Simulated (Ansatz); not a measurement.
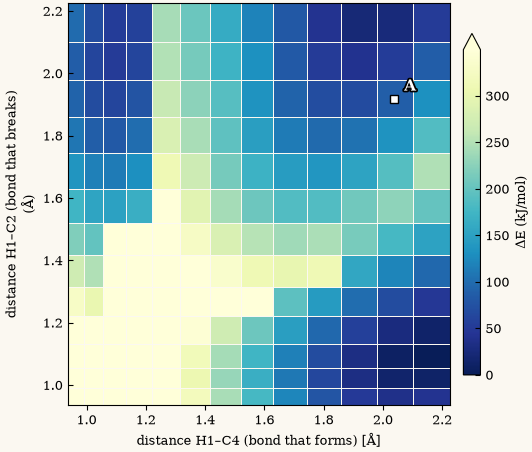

The reacting system C4H5, spin multiplicity 2. 
- The first coordinate is: distance H1–C4 (bond that forms); the second: distance H1–C2 (bond that breaks).
- Relaxed at each point: all other coordinates.
- Grid: 13 × 13 points.
- Points are written as (first, second).
- All energies are given in kJ/mol relative to the lowest grid point.
- Energies and slopes of some neighbouring points disagree (a jump in structure or state, or too coarse a mesh). In part of the range the unrestricted reference is strongly spin-contaminated.
- All numbers below come from UHF/def2-SVP (Ansatz).

Drawn: one coloured cell a grid point, one colour for all values above the top of the scale, the point A.

Q: Which way does the force act at A, and how strong is it?

A: A, at (2.039 Å, 1.918 Å), is not a stationary point. The computed force is 260 kJ/mol for each Å towards smaller values of the first coordinate and 340 kJ/mol for each Å towards larger values of the second coordinate.
